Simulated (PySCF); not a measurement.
SMILES O=Cc1cccc(O[SiH3])c1 (C7H8O2Si) at its GFN2-xTB optimised geometry (Å):

```
18

O     -3.5753     2.0497    -0.0012
C     -2.8764     1.0692    -0.0008
C     -1.4076     1.0718     0.0000
C     -0.7130     2.2823     0.0004
C      0.6677     2.2796     0.0005
C      1.3660     1.0838     0.0001
C      0.6838    -0.1304     0.0000
O      1.3164    -1.3155     0.0002
Si     2.8813    -1.7722    -0.0109
C     -0.7069    -0.1304     0.0000
H     -3.3190     0.0528    -0.0014
H     -1.2756     3.2030     0.0005
H      1.2116     3.2122     0.0008
H      2.4455     1.0756    -0.0001
H      3.5523    -1.2743    -1.2133
H      3.5753    -1.2611     1.1728
H      2.6925    -3.2122    -0.0004
H     -1.2314    -1.0744    -0.0002
```

Level of theory: B3LYP/def2-SVP run with PySCF. Cells within 0.4 Å of a nucleus heavier than hydrogen are left out (blank, or x).

Map of the log10 of the electron density (e/bohr³), floored at −4 on the plane z = 0.0 Å:

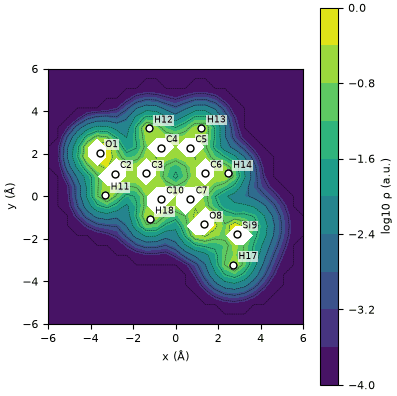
Figure. Log10 of the electron density (e/bohr³), floored at −4 on the plane z = 0.0 Å.
